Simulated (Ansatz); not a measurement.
**Geometry relaxation of SiN$_{2}$H$_{9}$OF (part 2 of 3)**

Continued. System: SiN$_{2}$H$_{9}$OF. Method: RKS PBE0-D4/def2-TZVP (Ansatz 0.2.0). The geometry is a transition state displaced along its imaginary mode. The reaction was set up to form Si1–F7, H6–O9 and N2–H8 and to break Si1–N2, H6–F7 and H8–O9 (atoms counted from 1 in the order of the input); sticks are drawn by distance alone.

Geometry of the input (Å):
```
Si -0.3735  -0.5603  -0.6563
N  0.3570  -0.3800  0.9305
H  0.5236  -1.3482  -1.5483
H  -0.9515  0.7268  -1.1268
N  -1.7762  -1.5042  -0.4034
H  1.4993  1.3935  -0.4749
F  1.4918  0.9299  -1.1515
H  0.8052  1.2313  1.0629
O  1.2461  1.9516  0.8818
H  -0.2776  -0.7007  1.6493
H  1.2501  -0.8293  1.0705
H  -2.6867  -1.1072  -0.5417
H  -1.7603  -2.4978  -0.5333
H  0.6526  2.6949  0.8412
```

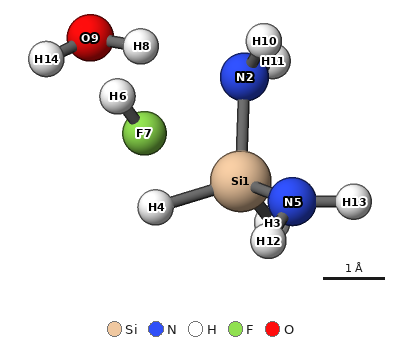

**Figure 1.** The geometry at step 19 of the log (ball-and-stick view, seen at a tilt; atoms are numbered from 1 in the order of the input).

Output, continued:
```
Atom 7 at     0.743247     1.634056     0.585289 Å, force     0.001250     0.001021    -0.000285 eV/Å
Atom 8 at     1.526525     2.192441     0.366588 Å, force    -0.000657    -0.000993    -0.000533 eV/Å
Atom 9 at    -0.485914    -0.077853     1.835544 Å, force    -0.000505    -0.000070     0.000507 eV/Å
Atom 10 at     0.799079    -0.440488     0.860215 Å, force     0.000823    -0.000355    -0.000949 eV/Å
Atom 11 at    -2.239754    -2.534168    -0.190504 Å, force    -0.001144    -0.000436     0.000304 eV/Å
Atom 12 at    -0.985997    -2.592325    -1.285241 Å, force     0.002375    -0.000321    -0.000415 eV/Å
Atom 13 at     1.293630     2.703420    -0.411929 Å, force    -0.000190     0.000335     0.000143 eV/Å
Dipole moment:    -0.625681    -0.132438     0.043791 e Å
```

Trajectory as extended XYZ (Å, eV, eV/Å), 34 of the 68 frames kept, from step=1 to step=68:
```
14
Properties=species:S:1:pos:R:3:forces:R:3 step=1 energy=-15761.25173
Si   -0.3735   -0.5603   -0.6563   -0.1107  -0.3204  -0.0173
N     0.3570   -0.3800    0.9305   -0.2342  -0.6516   0.1165
H     0.5236   -1.3482   -1.5483   -0.0600   0.2523   0.0336
H    -0.9515    0.7268   -1.1268    0.1328  -0.0807  -0.0058
N    -1.7762   -1.5042   -0.4034   -0.3564  -0.0893  -0.0102
H     1.4993    1.3935   -0.4749    0.3074   6.0651   8.4323
F     1.4918    0.9299   -1.1515    0.4117  -6.2988  -9.7575
H     0.8052    1.2313    1.0629   -4.2718  -6.6857   2.0727
O     1.2461    1.9516    0.8818    4.5591   7.9343  -0.9129
H    -0.2776   -0.7007    1.6493   -0.0065  -0.1173   0.0002
H     1.2501   -0.8293    1.0705    0.1144  -0.0041  -0.0309
H    -2.6867   -1.1072   -0.5417   -0.1447  -0.0879  -0.0699
H    -1.7603   -2.4978   -0.5333   -0.1433  -0.1802   0.0218
H     0.6526    2.6949    0.8412   -0.1978   0.2641   0.1274
14
Properties=species:S:1:pos:R:3:forces:R:3 step=3 energy=-15762.73273
Si   -0.4673   -0.6553   -0.6485   -0.1188  -0.1408   0.0925
N     0.3303   -0.4398    0.9103   -0.0812  -0.1008   0.1074
H     0.4542   -1.3634   -1.5651    0.0208   0.0618  -0.0121
H    -0.9709    0.6476   -1.1412    0.0579   0.0091  -0.0275
N    -1.8993   -1.5862   -0.4078    0.0491   0.0609   0.0126
H     1.6515    1.5571   -0.4912    0.0852  -0.1852  -0.0797
F     1.7754    0.9365   -1.2209    0.0232   0.2565   0.1057
H     0.8287    1.3240    1.1673   -0.1881  -0.0937  -0.0369
O     1.3003    2.1562    0.9273    0.2056   0.1238  -0.1151
H    -0.2384   -0.8266    1.6562    0.0715   0.0414  -0.0175
H     1.2621   -0.8320    0.9829   -0.0457   0.0394  -0.0788
H    -2.8013   -1.2035   -0.6372    0.0352  -0.0429  -0.0074
H    -1.8930   -2.5917   -0.4612   -0.0390   0.0374   0.0174
H     0.6677    2.8772    0.9291   -0.0757  -0.0668   0.0395
14
Properties=species:S:1:pos:R:3:forces:R:3 step=5 energy=-15762.76818
Si   -0.5078   -0.6950   -0.6380   -0.0977  -0.0094   0.0956
N     0.3175   -0.4667    0.9016   -0.0628  -0.0936  -0.0288
H     0.4287   -1.3770   -1.5597    0.0314   0.0102  -0.0096
H    -0.9625    0.6161   -1.1573    0.0020  -0.0016  -0.0092
N    -1.9518   -1.5948   -0.3737    0.0980   0.0467  -0.0094
H     1.7889    1.6365   -0.4629    0.0489  -0.1778  -0.3118
F     1.9821    1.1300   -1.2651   -0.0597   0.2015   0.3387
H     0.7791    1.2808    1.1093    0.0579   0.1445  -0.0569
O     1.2671    2.1312    0.9382   -0.0771  -0.1298   0.0248
H    -0.2156   -0.8439    1.6765    0.0528   0.0450  -0.0058
H     1.2600   -0.8351    0.9415   -0.0162   0.0081  -0.0171
H    -2.8415   -1.2174   -0.6528    0.0151  -0.0076  -0.0154
H    -1.9602   -2.6017   -0.3750   -0.0116   0.0245   0.0175
H     0.6159    2.8370    0.9173    0.0190  -0.0607  -0.0125
14
Properties=species:S:1:pos:R:3:forces:R:3 step=7 energy=-15762.77777
Si   -0.5269   -0.6973   -0.6312   -0.0916  -0.0017   0.0459
N     0.3147   -0.4973    0.8954    0.0157  -0.0542  -0.0558
H     0.4206   -1.3492   -1.5658    0.0178   0.0113  -0.0140
H    -0.9815    0.6192   -1.1394    0.0078   0.0016  -0.0168
N    -1.9744   -1.5816   -0.3637    0.1406   0.0657   0.0391
H     1.8407    1.6674   -0.4662    0.0221   0.0195  -0.0246
F     2.1096    1.2170   -1.2674   -0.0256  -0.0030   0.0463
H     0.7676    1.2475    1.0803   -0.0198   0.0037   0.0012
O     1.2354    2.1076    0.9337    0.0280   0.0046  -0.0074
H    -0.1964   -0.8489    1.6936   -0.0086   0.0172   0.0311
H     1.2600   -0.8568    0.9172    0.0103  -0.0154   0.0042
H    -2.8505   -1.2374   -0.7116   -0.0784   0.0447  -0.0510
H    -1.9824   -2.5815   -0.2676   -0.0058  -0.0936   0.0116
H     0.5637    2.7914    0.8929   -0.0123  -0.0004  -0.0097
14
Properties=species:S:1:pos:R:3:forces:R:3 step=9 energy=-15762.77945 accepted=F
Si   -0.5453   -0.6894   -0.6266    0.0915  -0.1386   0.0760
N     0.3275   -0.5417    0.8816    0.0113   0.0586   0.0617
H     0.4044   -1.3064   -1.5852   -0.0143   0.0302  -0.0305
H    -1.0036    0.6382   -1.1065   -0.0207  -0.0196  -0.0007
N    -1.9875   -1.5759   -0.3420   -0.0603   0.0951  -0.0421
H     1.8739    1.6949   -0.4460    0.0357  -0.0338  -0.0435
F     2.1652    1.2473   -1.2415   -0.0149   0.0206   0.0263
H     0.7778    1.2389    1.0617   -0.0213  -0.0417   0.0113
O     1.2190    2.1128    0.9310    0.0555  -0.0110  -0.0025
H    -0.1790   -0.8283    1.7082   -0.0142   0.0028  -0.0175
H     1.2649   -0.9197    0.9069   -0.0219   0.0018  -0.0470
H    -2.8396   -1.2625   -0.7768   -0.0238  -0.0115   0.0088
H    -2.0002   -2.5722   -0.1973    0.0556   0.0040  -0.0059
H     0.5225    2.7640    0.8325   -0.0582   0.0430   0.0057
14
Properties=species:S:1:pos:R:3:forces:R:3 step=11 energy=-15762.78147
Si   -0.5429   -0.6956   -0.6245    0.0053   0.0251   0.0028
N     0.3259   -0.5257    0.8856    0.0006  -0.0098  -0.0266
H     0.4058   -1.3104   -1.5855   -0.0046  -0.0011   0.0075
H    -1.0038    0.6275   -1.1128   -0.0049   0.0010  -0.0008
N    -1.9883   -1.5763   -0.3461    0.0031  -0.0104   0.0050
H     1.8838    1.6913   -0.4534   -0.0085   0.0179   0.0107
F     2.1747    1.2488   -1.2491    0.0038  -0.0113  -0.0027
H     0.7773    1.2331    1.0606    0.0003   0.0174  -0.0008
O     1.2168    2.1105    0.9320    0.0025  -0.0069  -0.0077
H    -0.1848   -0.8170    1.7075   -0.0050  -0.0094   0.0157
H     1.2584   -0.9160    0.9042    0.0023  -0.0011   0.0059
H    -2.8510   -1.2585   -0.7560    0.0107  -0.0119  -0.0008
H    -1.9891   -2.5746   -0.2134   -0.0113   0.0111  -0.0050
H     0.5173    2.7629    0.8510    0.0057  -0.0108  -0.0032
14
Properties=species:S:1:pos:R:3:forces:R:3 step=13 energy=-15762.78187
Si   -0.5491   -0.6848   -0.6191    0.0086  -0.0084  -0.0033
N     0.3260   -0.5298    0.8874   -0.0054  -0.0006   0.0083
H     0.3981   -1.2812   -1.5929   -0.0038   0.0022   0.0040
H    -1.0224    0.6403   -1.0912   -0.0015   0.0032   0.0008
N    -1.9884   -1.5769   -0.3410   -0.0157   0.0048  -0.0071
H     1.8890    1.6829   -0.4496    0.0091  -0.0093   0.0049
F     2.1916    1.2231   -1.2318   -0.0040   0.0044  -0.0022
H     0.7744    1.2386    1.0603    0.0020   0.0021  -0.0008
O     1.2134    2.1141    0.9230   -0.0074   0.0061  -0.0039
H    -0.1787   -0.8285    1.7110    0.0045   0.0022  -0.0065
H     1.2614   -0.9133    0.8987   -0.0009   0.0008  -0.0023
H    -2.8471   -1.2716   -0.7690    0.0087  -0.0055   0.0069
H    -1.9808   -2.5757   -0.2123    0.0036   0.0015  -0.0011
H     0.5126    2.7630    0.8265    0.0020  -0.0034   0.0023
14
Properties=species:S:1:pos:R:3:forces:R:3 step=15 energy=-15762.78197
Si   -0.5575   -0.6818   -0.6188   -0.0012  -0.0062   0.0070
N     0.3210   -0.5261    0.8854    0.0016  -0.0004  -0.0007
H     0.3916   -1.2668   -1.5969    0.0035  -0.0021  -0.0021
H    -1.0402    0.6421   -1.0838   -0.0039   0.0102  -0.0035
N    -1.9899   -1.5850   -0.3418   -0.0003  -0.0027   0.0003
H     1.9043    1.6782   -0.4420    0.0030  -0.0021  -0.0051
F     2.2082    1.2199   -1.2247   -0.0004   0.0019   0.0035
H     0.7740    1.2419    1.0577    0.0006   0.0009   0.0018
O     1.2175    2.1155    0.9227   -0.0037  -0.0011   0.0009
H    -0.1807   -0.8244    1.7108    0.0005   0.0004  -0.0005
H     1.2565   -0.9095    0.8937   -0.0008   0.0004  -0.0004
H    -2.8522   -1.2868   -0.7669    0.0015   0.0004   0.0010
H    -1.9726   -2.5839   -0.2146   -0.0012   0.0006  -0.0013
H     0.5200    2.7666    0.8191    0.0010  -0.0001  -0.0009
14
Properties=species:S:1:pos:R:3:forces:R:3 step=17 energy=-15762.78205
Si   -0.5707   -0.6765   -0.6156   -0.0077   0.0066   0.0006
N     0.3167   -0.5241    0.8832   -0.0015  -0.0009  -0.0089
H     0.3798   -1.2422   -1.6041   -0.0020   0.0010   0.0017
H    -1.0687    0.6481   -1.0668    0.0036  -0.0079   0.0030
N    -1.9932   -1.5957   -0.3394    0.0095  -0.0102  -0.0005
H     1.9301    1.6741   -0.4316    0.0025  -0.0020  -0.0047
F     2.2495    1.2144   -1.2070   -0.0017   0.0031   0.0065
H     0.7709    1.2457    1.0526    0.0009   0.0013   0.0018
O     1.2159    2.1185    0.9189   -0.0057   0.0001  -0.0034
H    -0.1786   -0.8232    1.7121    0.0003   0.0007   0.0016
H     1.2526   -0.9065    0.8837    0.0010   0.0010   0.0017
H    -2.8601   -1.3044   -0.7599    0.0008   0.0028   0.0000
H    -1.9634   -2.5957   -0.2219   -0.0042   0.0071  -0.0003
H     0.5193    2.7674    0.7958    0.0042  -0.0027   0.0009
14
Properties=species:S:1:pos:R:3:forces:R:3 step=19 energy=-15762.78208 accepted=F
Si   -0.6220   -0.6641   -0.6099   -0.0177   0.0042  -0.0068
N     0.3023   -0.5152    0.8650    0.0034  -0.0184  -0.0091
H     0.3280   -1.1659   -1.6355   -0.0219   0.0131   0.0202
H    -1.1723    0.6572   -1.0158    0.0105  -0.0326   0.0112
N    -2.0073   -1.6378   -0.3313    0.0215  -0.0223  -0.0116
H     2.0314    1.6667   -0.3825    0.0418  -0.0524  -0.0812
F     2.4184    1.2016   -1.1251   -0.0543   0.0612   0.1071
H     0.7542    1.2607    1.0277    0.0042  -0.0022   0.0028
O     1.2062    2.1310    0.9065   -0.0674   0.0564  -0.0457
H    -0.1642   -0.8183    1.7094    0.0098   0.0088  -0.0170
H     1.2430   -0.8860    0.8357   -0.0185   0.0102   0.0051
H    -2.8947   -1.3644   -0.7213    0.0284  -0.0086   0.0089
H    -1.9395   -2.6396   -0.2404   -0.0163   0.0471  -0.0035
H     0.5165    2.7742    0.7175    0.0765  -0.0646   0.0197
14
Properties=species:S:1:pos:R:3:forces:R:3 step=21 energy=-15762.78238
Si   -0.6285   -0.6622   -0.6099   -0.0198   0.0053  -0.0070
N     0.3019   -0.5135    0.8609   -0.0008  -0.0163  -0.0106
H     0.3197   -1.1533   -1.6424   -0.0219   0.0111   0.0228
H    -1.1879    0.6577   -1.0086    0.0120  -0.0320   0.0121
N    -2.0082   -1.6431   -0.3293    0.0259  -0.0187  -0.0121
H     2.0435    1.6639   -0.3732    0.0374  -0.0484  -0.0695
F     2.4394    1.1944   -1.1079   -0.0472   0.0547   0.0920
H     0.7513    1.2631    1.0239    0.0067   0.0000   0.0013
O     1.2040    2.1332    0.9039   -0.0654   0.0495  -0.0410
H    -0.1600   -0.8174    1.7074    0.0079   0.0070  -0.0141
H     1.2437   -0.8808    0.8276   -0.0142   0.0087   0.0024
H    -2.8975   -1.3718   -0.7162    0.0221  -0.0074   0.0073
H    -1.9370   -2.6448   -0.2413   -0.0128   0.0433  -0.0026
H     0.5158    2.7748    0.7052    0.0701  -0.0567   0.0189
14
Properties=species:S:1:pos:R:3:forces:R:3 step=23 energy=-15762.78459
Si   -0.6836   -0.6446   -0.6093    0.0023  -0.0024   0.0051
N     0.2957   -0.5000    0.8269    0.0097  -0.0345   0.0111
H     0.2477   -1.0623   -1.6887   -0.0192   0.0092   0.0174
H    -1.3038    0.6644   -0.9515    0.0056  -0.0248   0.0084
N    -2.0163   -1.6820   -0.3129    0.0026  -0.0056  -0.0238
H     2.1469    1.6366   -0.2899    0.0175  -0.0341  -0.0836
F     2.6016    1.1459   -0.9743   -0.0371   0.0461   0.0996
H     0.7243    1.2839    0.9929    0.0059   0.0059  -0.0015
O     1.1843    2.1512    0.8829   -0.0929   0.0774  -0.0485
H    -0.1257   -0.8220    1.6882    0.0206   0.0175  -0.0321
H     1.2474   -0.8368    0.7541   -0.0414   0.0154  -0.0021
H    -2.9231   -1.4349   -0.6750    0.0171  -0.0107   0.0124
H    -1.9088   -2.6818   -0.2464   -0.0026   0.0328  -0.0004
H     0.5136    2.7826    0.6030    0.1118  -0.0921   0.0381
14
Properties=species:S:1:pos:R:3:forces:R:3 step=25 energy=-15762.78542
Si   -0.6977   -0.6475   -0.6152    0.0052   0.0241  -0.0005
N     0.2880   -0.4908    0.8146    0.0128  -0.0163   0.0169
H     0.2326   -1.0586   -1.6975   -0.0112   0.0064   0.0120
H    -1.3316    0.6543   -0.9585    0.0059  -0.0181   0.0081
N    -2.0197   -1.6954   -0.3131    0.0044  -0.0035  -0.0125
H     2.1599    1.6375   -0.2782    0.0110  -0.0191  -0.0485
F     2.6217    1.1407   -0.9523   -0.0167   0.0222   0.0558
H     0.7340    1.2926    0.9986   -0.0054   0.0202  -0.0280
O     1.1988    2.1571    0.8878   -0.0754   0.0459  -0.0204
H    -0.1265   -0.8081    1.6805    0.0124   0.0044  -0.0184
H     1.2404   -0.8234    0.7378   -0.0246   0.0051  -0.0027
H    -2.9302   -1.4574   -0.6708    0.0069  -0.0089   0.0081
H    -1.9025   -2.6933   -0.2418   -0.0064   0.0101   0.0007
H     0.5327    2.7923    0.6082    0.0812  -0.0724   0.0293
14
Properties=species:S:1:pos:R:3:forces:R:3 step=27 energy=-15762.79078
Si   -0.7616   -0.6273   -0.6183   -0.0140  -0.0142   0.0009
N     0.2767   -0.4653    0.7706    0.0132  -0.0246   0.0156
H     0.1489   -0.9574   -1.7466   -0.0287   0.0144   0.0202
H    -1.4686    0.6531   -0.9009    0.0151  -0.0341   0.0139
N    -2.0225   -1.7449   -0.3022    0.0043   0.0199  -0.0277
H     2.2511    1.6029   -0.1871    0.1314  -0.1373  -0.1476
F     2.7779    1.0618   -0.7815   -0.1457   0.1408   0.1770
H     0.7017    1.3236    0.9511    0.0087  -0.0055  -0.0057
O     1.1937    2.1751    0.8643   -0.0602   0.0490  -0.0500
H    -0.0886   -0.7991    1.6526    0.0189   0.0166  -0.0375
H     1.2369   -0.7623    0.6479   -0.0423   0.0144   0.0015
H    -2.9560   -1.5421   -0.6225    0.0407  -0.0217   0.0176
H    -1.8573   -2.7375   -0.2487   -0.0100   0.0324  -0.0054
H     0.5676    2.8193    0.5214    0.0686  -0.0502   0.0271
14
Properties=species:S:1:pos:R:3:forces:R:3 step=29 energy=-15762.79865
Si   -0.8358   -0.6065   -0.6240    0.0086   0.0672  -0.0540
N     0.2626   -0.4261    0.7111    0.0570  -0.0418   0.0452
H     0.0392   -0.8432   -1.8068   -0.0503   0.0188   0.0515
H    -1.6285    0.6405   -0.8342    0.0419  -0.0684   0.0188
N    -2.0139   -1.8013   -0.2907   -0.0805  -0.0599  -0.0318
H     2.3362    1.5520   -0.0716    0.2345  -0.2395  -0.1538
F     2.9098    0.9499   -0.5608   -0.2568   0.2419   0.2047
H     0.6777    1.3686    0.9053    0.0156   0.0011  -0.0058
O     1.2000    2.2040    0.8406   -0.0627   0.0509  -0.0911
H    -0.0429   -0.7781    1.6094    0.0214   0.0323  -0.0681
H     1.2276   -0.6826    0.5356   -0.0588   0.0270   0.0136
H    -2.9724   -1.6445   -0.5626    0.0885  -0.0354   0.0271
H    -1.7896   -2.7841   -0.2657   -0.0294   0.0668  -0.0048
H     0.6301    2.8514    0.4145    0.0711  -0.0611   0.0485
14
Properties=species:S:1:pos:R:3:forces:R:3 step=31 energy=-15762.81070
Si   -0.9419   -0.5762   -0.6348   -0.0785  -0.0433   0.0433
N     0.2406   -0.3500    0.6193    0.0116  -0.0501  -0.0397
H    -0.1388   -0.6819   -1.8879   -0.0549   0.0168   0.0648
H    -1.8559    0.6018   -0.7305    0.0675  -0.0918   0.0118
N    -1.9889   -1.8901   -0.2803    0.0186   0.0163  -0.0694
H     2.4352    1.4549    0.1275    0.2277  -0.2720  -0.1178
F     3.0046    0.7598   -0.2298   -0.2549   0.2980   0.1497
H     0.6517    1.4490    0.8254    0.0526   0.0646   0.0036
O     1.2333    2.2490    0.8063   -0.1591   0.1140  -0.1936
H     0.0232   -0.7269    1.5334    0.0201   0.0508  -0.0805
H     1.2087   -0.5369    0.3737   -0.0884  -0.0065   0.0427
H    -2.9751   -1.8124   -0.4813    0.1424  -0.0236   0.0230
H    -1.6756   -2.8496   -0.3093   -0.0509   0.1229  -0.0008
H     0.7790    2.9095    0.2682    0.1461  -0.1961   0.1630
14
Properties=species:S:1:pos:R:3:forces:R:3 step=33 energy=-15762.81658
Si   -0.9783   -0.5768   -0.6211    0.1462   0.0007  -0.0253
N     0.2244   -0.3608    0.6087   -0.0368   0.0686   0.0693
H    -0.1786   -0.6128   -1.8751   -0.0478  -0.0030  -0.0374
H    -1.9166    0.5772   -0.6674   -0.0087  -0.0186   0.0201
N    -1.9840   -1.9240   -0.3096   -0.0347  -0.0032  -0.0063
H     2.4700    1.4489    0.1515    0.0929  -0.1051  -0.0392
F     3.0326    0.7436   -0.1758   -0.0817   0.1017   0.0467
H     0.6725    1.4913    0.8030   -0.0346  -0.0270  -0.0092
O     1.2621    2.2785    0.7788   -0.0288   0.0271  -0.0498
H    -0.0004   -0.7013    1.5327    0.0250   0.0193   0.0325
H     1.1926   -0.5574    0.3811   -0.0539  -0.0096  -0.0425
H    -2.9741   -1.8628   -0.4812    0.0273  -0.0188   0.0039
H    -1.6539   -2.8747   -0.3450   -0.0035   0.0309  -0.0081
H     0.8316    2.9312    0.2194    0.0392  -0.0629   0.0452
14
Properties=species:S:1:pos:R:3:forces:R:3 step=36 energy=-15762.82866
Si   -1.0931   -0.5445   -0.6021   -0.0919  -0.0399  -0.0276
N     0.1511   -0.2437    0.5654   -0.0071   0.0447   0.0314
H    -0.3837   -0.4232   -1.9096   -0.0334  -0.0067   0.0715
H    -2.1598    0.4939   -0.5074    0.0743  -0.0673  -0.0032
N    -1.9231   -2.0199   -0.3291    0.0175  -0.0263  -0.0536
H     2.5678    1.3477    0.2854   -0.0324   0.0272   0.0208
F     3.1043    0.5951    0.0425   -0.0051  -0.0082  -0.0073
H     0.6860    1.5462    0.6890    0.0367   0.0462   0.0215
O     1.3395    2.2848    0.7343   -0.0469   0.0238  -0.1083
H    -0.0318   -0.5245    1.5204    0.0196   0.0088  -0.0511
H     1.1042   -0.4792    0.3109   -0.0012  -0.0299   0.0109
H    -2.9207   -2.0681   -0.4666    0.0811  -0.0063   0.0103
H    -1.4855   -2.9221   -0.4458   -0.0530   0.1209   0.0066
H     1.0448    2.9574    0.1127    0.0419  -0.0869   0.0781
14
Properties=species:S:1:pos:R:3:forces:R:3 step=38 energy=-15762.83341
Si   -1.1302   -0.5260   -0.5663   -0.0107  -0.0829   0.0391
N     0.1075   -0.1904    0.6030    0.0219  -0.0049  -0.0406
H    -0.4304   -0.3229   -1.8633   -0.0075   0.0009  -0.0097
H    -2.2390    0.4513   -0.4193   -0.0016  -0.0053  -0.0002
N    -1.8793   -2.0560   -0.3653    0.0571   0.0329  -0.0379
H     2.5602    1.2955    0.2764    0.0252  -0.0259   0.0096
F     3.0664    0.5106    0.0599   -0.0253   0.0299  -0.0020
H     0.7095    1.5888    0.6718   -0.0134   0.0041   0.0161
O     1.3940    2.2981    0.6895    0.0164  -0.0409  -0.0061
H    -0.0819   -0.4571    1.5598   -0.0153   0.0034   0.0198
H     1.0533   -0.4699    0.3593   -0.0242   0.0120   0.0097
H    -2.8723   -2.1520   -0.5016    0.0198   0.0010   0.0109
H    -1.3947   -2.9226   -0.5409   -0.0312   0.0607   0.0085
H     1.1368    2.9526    0.0370   -0.0112   0.0150  -0.0172
```
